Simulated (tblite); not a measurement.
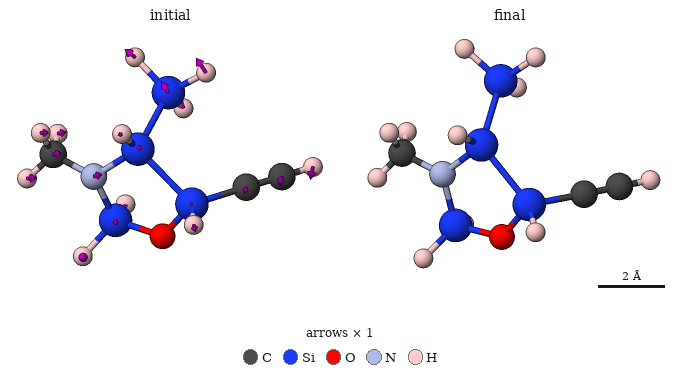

The structure of C3H11NOSi4 before (left) and after (right) a relaxation, at one scale. The purple arrows give the displacements, at their true length.

The picture is a ball-and-stick view, seen face on.

The calculation used tblite 0.8.0, GFN2-xTB geometry optimisation, gas phase. 

### Summarise the run.

An H atom moves most after the best rigid fit: 0.67 Å. Largest moves by element: H 0.67 Å, Si 0.45 Å, C 0.33 Å, N 0.31 Å, O 0.08 Å. Near-neighbour distances that change, for instance: O–Si 1.678 → 1.623 Å, O–Si 1.697 → 1.647 Å, Si–Si 2.344 → 2.320 Å, C–H 1.113 → 1.091 Å. Among the angles between lasting bonds that change: Si–Si–Si 106.4° → 122.0°, Si–Si–H 112.7° → 125.7°, Si–N–Si 107.4° → 120.1°. After 124 geometry steps the energy has fallen by 0.580 eV. The run took 2.8 s on 1 thread of Arm Neoverse N1, with other jobs on the host.
